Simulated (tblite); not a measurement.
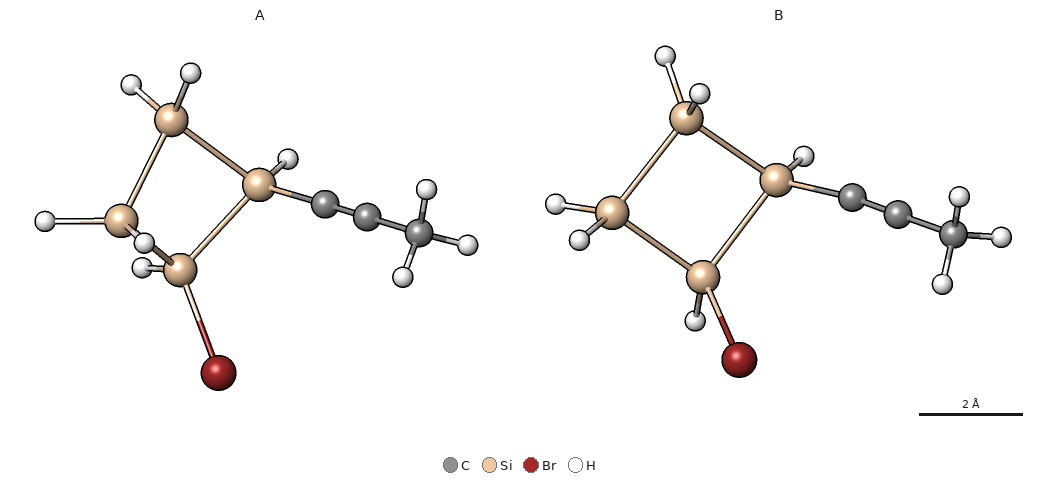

Two geometries of C₃H₉BrSi₄, drawn at one scale. One is the start of a relaxation, the other its converged end. The picture is a ball-and-stick view, seen at a tilt.

Level of theory: GFN2-xTB geometry optimisation, gas phase (tblite). 

Which one is relaxed?

Answer. Structure B is the relaxed one. The largest move after the best rigid fit is that of an H atom, 1.76 Å. Largest moves by element: H 1.76 Å, Br 1.31 Å, Si 0.75 Å, C 0.43 Å. Among the contacts that change: Si–Si 2.278 → 2.380 Å, Br–Si 2.194 → 2.282 Å, Si–Si 2.281 → 2.363 Å, Si–Si 2.296 → 2.367 Å. Bond angles that change, for instance: Br–Si–H 112.6° → 97.7°, Si–Si–H 113.7° → 124.4°, Si–Si–H 112.9° → 123.3°. Groups turn about Si–Si by about 35°, Si–Si by about 30°. The energy falls by 14.8 kcal/mol in 154 geometry steps. Cost: 4.4 s on 1 thread of Intel(R) Xeon(R) Processor @ 2.70GHz (shared host).
